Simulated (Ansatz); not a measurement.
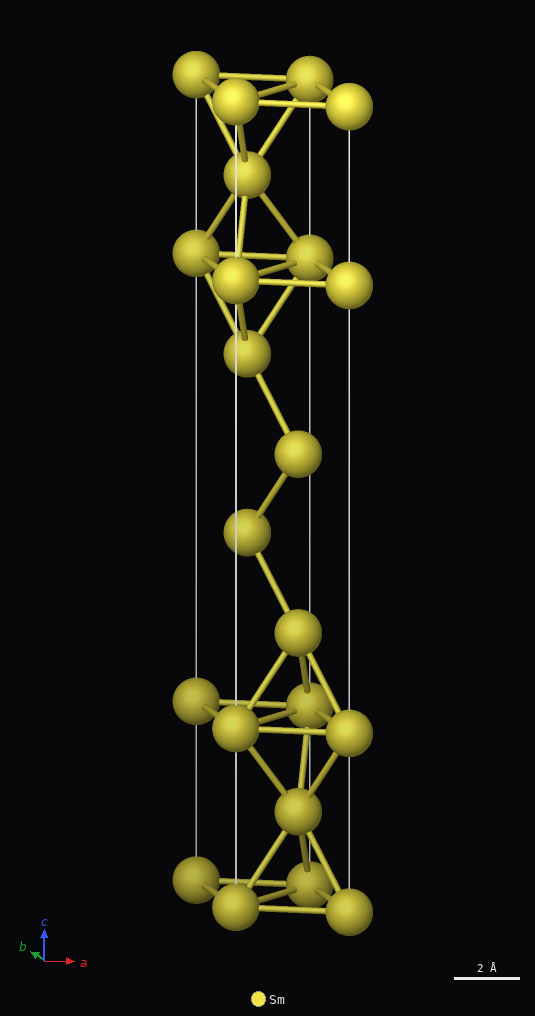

This ball-and-stick model is shown slightly off an axis. The conventional unit cell is outlined; an atom on or near a face, edge or corner is repeated at each equivalent position.

**What is the number of atoms per cell?**

9 (samarium), counting shared atoms by their share.

**What are the crystal system and the lattice centring?**

Rhombohedral (trigonal R) lattice; the crystal system is trigonal.

**Give the space group.**

R-3m (No. 166), with Sm on 3a and Sm on 6c.

**Name the structure type.**

Α-samarium (9R) type.

**Describe the connectivity.**

The bonds build a three-dimensional framework.

Source of the structure: a structure type known for this element. Earlier steps of the study may have refined or changed the cell and positions. Ansatz was used for an electronic-structure calculation on it.
